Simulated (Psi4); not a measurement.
# BPH4 (SMILES BP): a first try and a second

Aim: the energy of BPH4 at CEPA(3)/jun-cc-pVDZ (density fitting).

The results are computed with Psi4 1.11.

4 further runs of the same task are left out: 4 set aside as unsound or not needed.

## Step 1: The system as given

The species is BPH4 (6 atoms), meant as a singlet with charge 0. As SMILES, `BP`. The coordinates come from a GFN2-xTB relaxation.

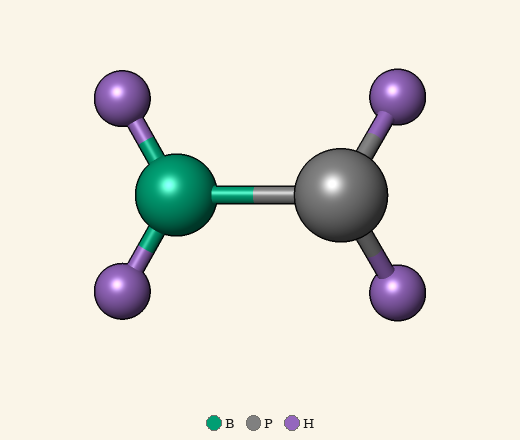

Viewed from a chosen angle; boron teal, phosphorus grey, hydrogen purple.

## Step 2: First attempt

Input file input.inp:

```
memory 1600 mb

molecule m {
  B
  P 1 R2
  H 1 R3 2 A3
  H 1 R4 3 A4 2 D4
  H 2 R5 1 A5 3 D5
  H 2 R6 5 A6 1 D6

  R2 = 1.841056
  R3 = 1.168908
  A3 = 119.5001
  R4 = 1.169039
  A4 = 120.3327
  D4 = 170.61125
  R5 = 1.378261
  A5 = 103.69284
  D5 = -145.03239
  R6 = 1.378296
  A6 = 96.84472
  D6 = -105.94952
  units angstrom
  symmetry c1
}

set {
  scf_type disk_df
  num_frozen_docc 12
}

e_tot = energy('cepa(3)/jun-cc-pVDZ')
print_variables()
```

The run is started by

```bash
psi4 input.inp input.out -n 1
```

input.out:

```text
Psi4 1.11 release

   => Loading Basis Set <=

    Name: JUN-CC-PVDZ
    Role: ORBITAL
    Keyword: BASIS

         ---------------------------------------------------------
                                   SCF
                              RHF Reference
                        1 Threads,   1525 MiB Core
         ---------------------------------------------------------

  ==> Geometry <==

    Molecular point group: c1
    Full point group: C1

    Geometry (in Angstrom), charge = 0, multiplicity = 1:

       Center              X                  Y                   Z               Mass
    ------------   -----------------  -----------------  -----------------  -----------------
         B           -0.033699606154     0.002764296040    -1.309001488260    11.009305360000
         P           -0.033699606154     0.002764296040     0.532054511740    30.973761998420
         H           -0.033699606154     1.020129027260    -1.884601102691     1.007825032230
         H           -0.198301068146    -1.001287296898    -1.884708827931     1.007825032230
         H            0.733750091638    -1.094587255042     0.858311954291     1.007825032230
         H            0.902078419707     0.960592970293     0.858525920456     1.007825032230

  Running in c1 symmetry.

[... 82 lines left out ...]
   @DF-RHF iter   1:  -367.66697203236868   -5.47612e-01   3.50242e-03 ADIIS/DIIS
[... 2 lines left out ...]
   @DF-RHF iter   4:  -367.72323642301291   -1.68191e-03   1.33900e-04 ADIIS/DIIS
[... 2 lines left out ...]
   @DF-RHF iter   7:  -367.72342415625184   -1.13069e-06   2.80079e-06 DIIS
[... 2 lines left out ...]
   @DF-RHF iter  10:  -367.72342425694831   -8.67828e-10   4.99768e-08 DIIS
[... 2 lines left out ...]
  Energy and wave function converged.
[... 31 lines left out ...]
    Nuclear Repulsion Energy =             46.9148236976524942
[... 2 lines left out ...]
    Total Energy =                       -367.7234242569692242
[... 16 lines left out ...]
 Dipole Z            :          1.0756469           -1.1653220           -0.0896750
[... 16 lines left out ...]
      Number of irreps:                  1
      Integral cutoff                 1.00e-12
      Number of functions per irrep: [  60 ]

 OEINTS: Overlap, kinetic, potential, dipole, and quadrupole integrals
         stored in file 35.

      Computing two-electron integrals...done
      Computed 1324979 non-zero two-electron integrals.
        Stored in file 33.

        ==> Transform all two-electron integrals <==

	Presorting SO-basis two-electron integrals.
	Sorting File: SO Ints (nn|nn) nbuckets = 1
	Constructing frozen core operators
	Starting first half-transformation.
	Sorting half-transformed integrals.
	First half integral transformation complete.
	Starting second half-transformation.
	Two-electron integral transformation complete.

	total time  =          1 seconds =       0.02 minutes

RuntimeError:
Fatal Error: Number of active orbitals is zero.

Printing out the relevant lines from the Psithon --> Python processed input file:
      symmetry c1
    ""","m")
    core.IO.set_default_namespace("m")
    core.set_global_option("SCF_TYPE", "disk_df")
    core.set_global_option("NUM_FROZEN_DOCC", 12)
--> e_tot = energy('cepa(3)/jun-cc-pVDZ')
    print_variables()

!----------------------------------------------------------------------------------!
!                                                                                  !
! Fatal Error: Number of active orbitals is zero.                                  !
!                                                                                  !
!----------------------------------------------------------------------------------!

    Psi4 run time: 0:00:02.46
```

Run time: 3.6 s. Hardware: 1 thread of Intel Xeon Platinum 8259CL at 2.50GHz (Skylake/Cascade Lake), shared host; peak memory 0.31 GiB.

## Step 3: What went wrong

The run ended with an error.

The telling line is `Fatal Error: Number of active orbitals is zero.`. The cause is that too many or the wrong orbitals are frozen. Among its listed settings the sound run differs in this, and the input shows the rest: frozen core orbitals 6 in place of 12.

## Step 4: Try two

Input file job.inp:

```
memory 1.6 GB

molecule m {
  0 1
  B
  P 1 r2
  H 1 r3 2 a3
  H 1 r4 3 a4 2 d4
  H 2 r5 1 a5 3 d5
  H 2 r6 5 a6 1 d6

  r2 = 1.841056
  r3 = 1.168908
  a3 = 119.5001
  r4 = 1.169039
  a4 = 120.3327
  d4 = 170.61125
  r5 = 1.378261
  a5 = 103.69284
  d5 = -145.03239
  r6 = 1.378296
  a6 = 96.84472
  d6 = -105.94952
  symmetry c1
}

set {
  scf_type disk_df
  freeze_core true
}

energy("cepa(3)/jun-cc-pVDZ")
```

The run is started by

```bash
psi4 -n 1 job.inp job.out
```

job.out:

```text
[...]
  Running in c1 symmetry.
[...]
  Nuclear repulsion =   46.914823697652494
[...]
  Multiplicity = 1
[...]
  Nalpha       = 12
  Nbeta        = 12
[...]
    Number of basis functions: 60
[...]
   @DF-RHF iter   1:  -367.66697203236868   -5.47612e-01   3.50242e-03 ADIIS/DIIS
[...]
   @DF-RHF iter  12:  -367.72342425696922   -1.25056e-12   1.62854e-09 DIIS
[...]
    Orbital Energies [Eh]
    ---------------------
    Doubly Occupied:
       1A    -79.931209     2A     -7.618846     3A     -7.479241
       4A     -5.373795     5A     -5.373401     6A     -5.372360
       7A     -0.876587     8A     -0.680101     9A     -0.558531
      10A     -0.487737    11A     -0.480917    12A     -0.365785
[...]
  @DF-RHF Final Energy:  -367.72342425696922
   => Energetics <=
    Nuclear Repulsion Energy =             46.9148236976524942
    One-Electron Energy =                -600.0794743793438784
    Two-Electron Energy =                 185.4412264247220890
    Total Energy =                       -367.7234242569692242
[...]
 Multipole Moments:
 ------------------------------------------------------------------------------------
     Multipole            Electronic (a.u.)      Nuclear  (a.u.)        Total (a.u.)
 ------------------------------------------------------------------------------------
 L = 1.  Multiply by 2.5417464519 to convert [e a0] to [Debye]
 Dipole X            :         -1.0346718            1.3791896            0.3445178
 Dipole Y            :          0.0850520           -0.1131315           -0.0280796
 Dipole Z            :          1.0756469           -1.1653220           -0.0896750
 Magnitude           :                                                    0.3571031
[...]
      * SCS-MP2 total energy:                 -367.944953424886
[...]
      * MP2 total energy:                     -367.936091800271
[...]
```

Run time: 5.1 s. Hardware: 1 thread of Intel Xeon Platinum 8259CL at 2.50GHz (Skylake/Cascade Lake), shared host; peak memory 0.35 GiB.

## Step 5: Summary of results

Level: CEPA(3)/jun-cc-pVDZ (density fitting).

```
                                   quantity          value
                               total energy  -367.97470 Eh
        HOMO energy (Hartree–Fock orbitals)       -9.95 eV
        LUMO energy (Hartree–Fock orbitals)        1.14 eV
      HOMO–LUMO gap (Hartree–Fock orbitals)       11.09 eV
correlation energy (6 core orbitals frozen)     -251.3 mEh
```
